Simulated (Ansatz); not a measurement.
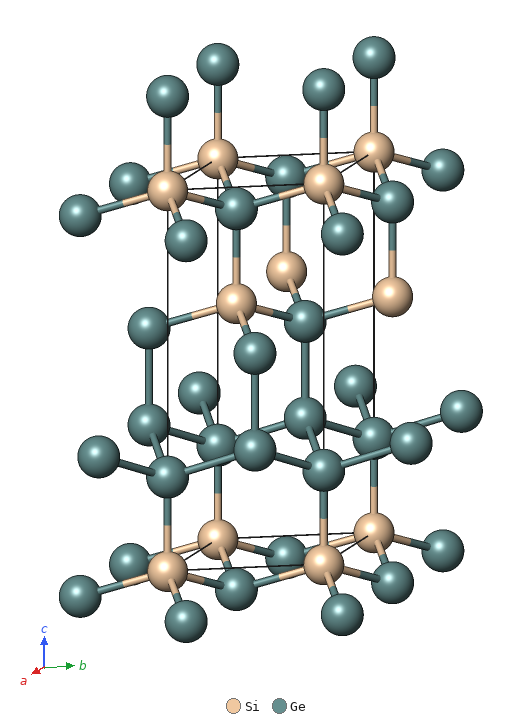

A ball-and-stick rendering, viewed slightly off an axis. The frame is the conventional unit cell; atoms at its boundary are shown with their periodic copies. Bonds that leave the box are completed with the atoms at their other ends.

SiGe2, space group P3m1 (No. 156), a = 3.954 Å, b = 3.954 Å, c = 9.658 Å, α = 90.00°, β = 90.00°, γ = 120.00°. Starting structure: a structure type filled with these elements by a generator (whether the compound takes this form wasn't checked). Earlier steps of the study, as a rule a relaxation of our own, may have changed the cell and positions, so they can lie some per cent off the listed ones. It was run through Ansatz as a DFT input.

This one geometry was computed with Ansatz (DFT, plane waves, PAW) at five levels of theory: HSE06, PBE0, PBE with spin-orbit coupling, PBE and r2SCAN. It was relaxed beforehand with r2SCAN.

**Which level gives the highest pressure at this volume, and what does that say about its equilibrium volume?**

Highest: PBE with spin-orbit coupling (2.6 GPa) and PBE (2.6 GPa), which points to the largest equilibrium volume. Lowest, with the smallest volume: HSE06 (0.3 GPa), PBE0 (0.1 GPa) and r2SCAN (0.0 GPa). Levels within 0.5 GPa of each other can't be told apart.

**How does the band gap change with the level of theory?**

PBE with spin-orbit coupling: a gap of 0.45 eV, indirect; PBE: a gap of 0.56 eV, indirect; r2SCAN: a gap of 0.74 eV, indirect; HSE06: a gap of 1.04 eV, indirect; PBE0: a gap of 1.67 eV, indirect.

**Collect the results in a table.**

| level | cutoff (eV) | k-mesh of the run's cell | gap (eV) | pressure (GPa) |
| --- | --- | --- | --- | --- |
| HSE06 | 420 | 6×6×2 | 1.04 | 0.3 |
| PBE0 | 420 | 6×6×2 | 1.67 | 0.1 |
| PBE with spin-orbit coupling | 420 | 12×12×4 | 0.45 | 2.6 |
| PBE | 420 | 12×12×4 | 0.56 | 2.6 |
| r2SCAN | 500 | 12×12×4 | 0.74 | 0.0 |

Gaps are taken on the k-mesh or band path of each run.
